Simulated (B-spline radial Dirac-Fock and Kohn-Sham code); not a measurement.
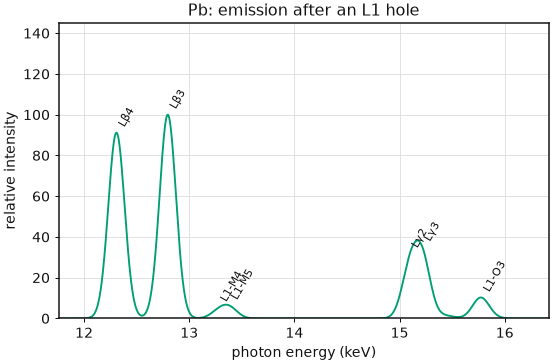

Figure. X-ray emission lines that fill an L1 (2s) hole, broadened by a Gaussian of 180 eV full width, as by a silicon detector. Lines at much lower energy are not shown. Multiplet splitting by the open shell is left out. Species: the lead atom, configuration [Xe] 4f14 5d10 6s2 6p2. The calculation used independent-particle rates on relativistic LDA orbitals of the hole state (multipoles to L = 3), energies from Dirac–Fock ΔSCF (a B-spline radial code). Widths ruled by Coster–Kronig decay come out up to twice the measured ones in this model.

What can be read from it?

The strongest line is L1-M3 (Lβ3) at 12.796 keV with 36.9 % of the photons, then L1-M2 (Lβ4) at 12.308 keV (34 %), L1-N3 (Lγ3) at 15.218 keV (10 %), L1-N2 (Lγ2) at 15.097 keV (8.6 %), L1-O3 at 15.781 keV (2.0 %). The hole has a width of 14.4 eV and a fluorescence yield of 0.0944.
